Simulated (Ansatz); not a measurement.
# Frequency calculation of InHBrCl3

InHBrCl3, computed with RKS PBE0/def2-SVP (Ansatz 0.2.0).

It belongs to a series of runs on one base structure; here: vibrations at the highest image of the band. Figures and captions count atoms from 1; the log counts them from 0 in places.

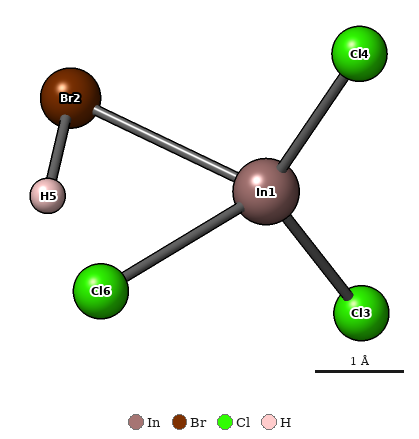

Fig. 1: The structure (ball-and-stick view, seen at a tilt; atoms are numbered from 1 in the order of the input). Sticks mark near contacts.

**The input**
```yaml
crystal:
  periodic: [false, false, false]
  atoms:
    - { symbol: In, position_ang: [-0.620745, -0.364335, 0.188688] }
    - { symbol: Br, position_ang: [2.088563, -0.444561, 0.007067] }
    - { symbol: Cl, position_ang: [-1.594624, -1.747057, -1.403354] }
    - { symbol: Cl, position_ang: [-1.276794, -0.269273, 2.41508] }
    - { symbol: H, position_ang: [1.394427, 0.953295, -0.4772] }
    - { symbol: Cl, position_ang: [0.009173, 1.872031, -0.730379] }
basis:
  gaussian: { orbitals: def2-SVP }
hamiltonian:
  xc: pbe0
phonons: {}
```

Machine: 2 threads of Intel Xeon @ 2.50GHz (Skylake/Cascade Lake), 189 GiB of memory available, shared host.

Launch command:
```bash
ansatz run input.yaml --threads 2 --pin off --max-ram 3072MiB --backend cpu --events-out ev --progress --plain --runs-dir out
```

**Log**
```
Engine: ansatz 0.2.0, x86_64-unknown-linux-gnu
Functional definition: PBE0
  parameter a = 0.25
  parameter kappa = 0.804
  parameter beta = 0.06672455060314922
  exchange = (1 - a)*pbe_x(kappa = kappa, mu = beta*pi^2/3) + a*exact_x
  correlation = pbe_c(beta = beta)
1253 factors; integrals over basis functions are off by at most 2.2e-4 eV
mean field evaluation 1: about -112766.6690 eV, gradient 2.2e1 eV
mean field evaluation 2: about -112765.7234 eV, gradient 2.9e1 eV
mean field evaluation 4: about -112768.0374 eV, gradient 4.7e-1 eV
mean field evaluation 8: about -112768.0679 eV, gradient 6.2e-2 eV
mean field evaluation 16: about -112768.0679 eV, gradient 7.8e-6 eV
mean field -112768.06787848 eV, -4144.1500575924 hartree, gradient 7.8e-6 eV, S^2 0.000000; 0 other end points of the search recorded, 0 dependent functions left out
the calculation of the forces begins
reference -112768.06791336 eV, -4144.1500588742 hartree; 54, 54 occupied and 63, 63 virtual orbitals, 1253 factors
these checks for a lower state are left out or cut short: stability, starts, cluster_reference, orbital_swaps, neighbouring_geometries, increment
1253 factors; integrals over basis functions are off by at most 2.2e-4 eV
mean field -112768.06788529 eV, -4144.1500578426 hartree, gradient 2.4e-6 eV, S^2 0.000000; 0 other end points of the search recorded, 0 dependent functions left out
[... from here on the field's lines of each further geometry are left out, up to the last ...]
the calculation of the forces begins
reference -112768.06792004 eV, -4144.1500591198 hartree; 54, 54 occupied and 63, 63 virtual orbitals, 1253 factors
these checks for a lower state are left out or cut short: stability, starts, cluster_reference, orbital_swaps, neighbouring_geometries, increment
1253 factors; integrals over basis functions are off by at most 2.2e-4 eV
mean field -112768.06785765 eV, -4144.1500568268 hartree, gradient 2.1e-6 eV, S^2 0.000000; 0 other end points of the search recorded, 0 dependent functions left out
the calculation of the forces begins
reference -112768.06789253 eV, -4144.1500581085 hartree; 54, 54 occupied and 63, 63 virtual orbitals, 1253 factors
WARN: phonons: modes at or below zero, which the zero-point energy, F, S and C_V leave out: 1, the lowest at -306.62 cm⁻¹. A minimum has none, and a first-order saddle one
Total energy: -112768.06791336 eV, -4144.1500588742 hartree
Atom 0 at    -0.620745    -0.364335     0.188688 Å, force     0.014905     0.008989    -0.000264 eV/Å
Atom 1 at     2.088563    -0.444561     0.007067 Å, force    -0.005056    -0.004019     0.002309 eV/Å
Atom 2 at    -1.594624    -1.747057    -1.403354 Å, force    -0.003395    -0.005321    -0.004462 eV/Å
Atom 3 at    -1.276794    -0.269273     2.415080 Å, force    -0.005765    -0.000123     0.004447 eV/Å
Atom 4 at     1.394427     0.953295    -0.477200 Å, force     0.007314     0.001167    -0.007531 eV/Å
Atom 5 at     0.009173     1.872031    -0.730379 Å, force    -0.008004    -0.000694     0.005501 eV/Å
Dipole moment:     0.307365     0.088572    -0.060095 e Å
Vibrations: -306.62 56.02 82.92 84.10 101.52 180.51 311.20 360.17 405.55 518.73 634.12 1173.85 cm⁻¹, zero-point energy 0.242307 eV
```

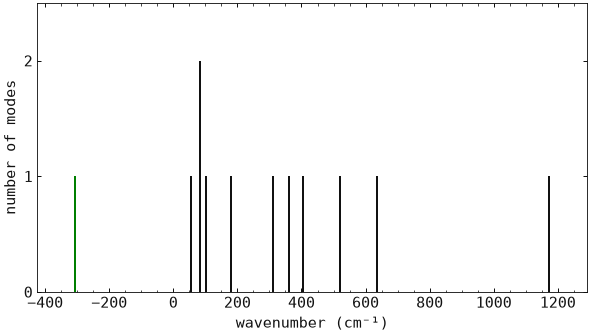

Fig. 2: Harmonic vibrational wavenumbers from the force constants; neighbouring modes closer than 7 cm⁻¹ are counted in one stick, and imaginary ones are drawn at negative wavenumbers. 12 modes from 307i to 1174 cm⁻¹, 1 imaginary beyond 8i (307i cm⁻¹): a first-order saddle point, if the geometry is stationary.

**Key numbers**

- outcome: converged
- total energy: −112768.0679 eV
- mean-field energy: −112768.0679 eV
- largest force (length of the vector): 0.017 eV/Å
- wall time: 3.9 min (CPU time 7.4 min)
- peak memory: 0.36 GiB
